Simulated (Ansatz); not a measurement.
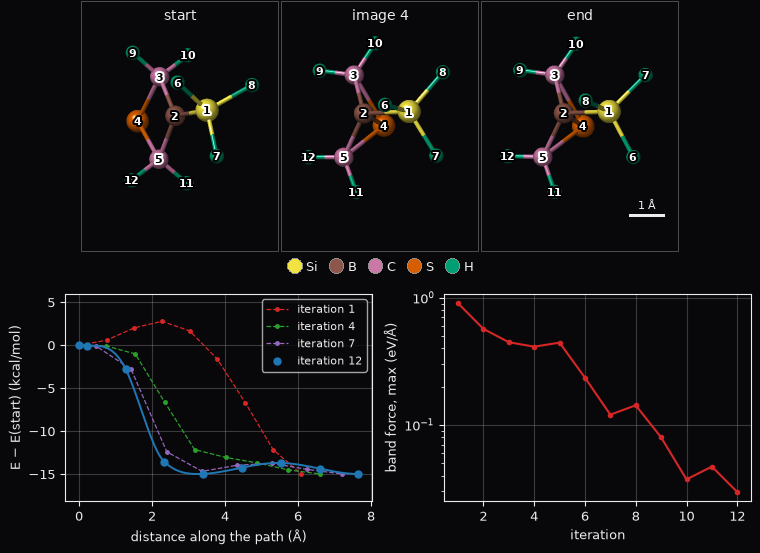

A search for the minimum-energy path of C2H7BSSi by the nudged elastic band. Images are numbered from 0 (start) to 8 (end). The plot follows the band through its iterations. Style: ball-and-stick. Shown from a free direction.

The calculation used Ansatz, RKS PBE0-D4/def2-SVP.

Input
```yaml
crystal:
  periodic: [false, false, false]
  atoms:
    - { symbol: Si, position_ang: [-1.60987, -0.926074, 0.483785] }
    - { symbol: B, position_ang: [0.090587, 0.042038, -0.04144] }
    - { symbol: C, position_ang: [1.165818, 0.766627, 0.862086] }
    - { symbol: S, position_ang: [2.137798, 1.201619, -0.635756] }
    - { symbol: C, position_ang: [0.753652, 0.307963, -1.447724] }
    - { symbol: H, position_ang: [-2.527193, 0.014427, 1.206969] }
    - { symbol: H, position_ang: [-2.354669, -1.497357, -0.68215] }
    - { symbol: H, position_ang: [-1.288086, -2.047991, 1.425359] }
    - { symbol: H, position_ang: [0.796027, 1.638329, 1.429887] }
    - { symbol: H, position_ang: [1.69944, 0.114087, 1.575129] }
    - { symbol: H, position_ang: [1.057918, -0.596613, -2.003354] }
    - { symbol: H, position_ang: [0.155478, 0.927845, -2.138891] }
basis:
  gaussian: { orbitals: def2-SVP }
hamiltonian:
  xc: pbe0
  dispersion: d4
neb:
  order_check: false
  images: 7
  f_tol: 0.03
  max_iterations: 60
  initial_path: idpp
  final_atoms:
    - { symbol: Si, position_ang: [-1.4568638, -1.08601194, 0.48172733] }
    - { symbol: B, position_ang: [-0.04887917, 0.26389926, 0.01809115] }
    - { symbol: C, position_ang: [1.16898039, 0.72687086, 0.89382919] }
    - { symbol: S, position_ang: [1.76194373, -0.26616289, -0.56330848] }
    - { symbol: C, position_ang: [0.42583523, 0.7150273, -1.40853752] }
    - { symbol: H, position_ang: [-1.78485238, -1.97020341, -0.68426788] }
    - { symbol: H, position_ang: [-1.02991217, -1.96420549, 1.62018839] }
    - { symbol: H, position_ang: [-2.73565951, -0.42004395, 0.89963334] }
    - { symbol: H, position_ang: [1.56646776, 1.74831614, 0.82621084] }
    - { symbol: H, position_ang: [1.383817, 0.24129225, 1.85366632] }
    - { symbol: H, position_ang: [0.04058152, 0.2203089, -2.30844477] }
    - { symbol: H, position_ang: [0.78544139, 1.73581298, -1.59488793] }
```

Launched with:
```bash
ansatz run input.yaml --threads 2 --pin off --max-ram 3072MiB --backend cpu --events-out ev --progress --plain --runs-dir out
```

**Judge this run.**

The run is converged, with reservations. The band converged in 12 iterations. The largest component of the band force went from 0.9 to 0.03 eV/Å. The first iteration put the highest image at 2.8 kcal/mol. Relative to the start the highest point is image 0 at 0.0 kcal/mol and the end lies at −15.0 kcal/mol, but the profile dips to −14.9 kcal/mol at image 4 on the way, so there is an intermediate minimum on the way.

The run took 4.9 min on 2 threads of Arm Neoverse V1, with other jobs on the host, peak memory 0.26 GiB.
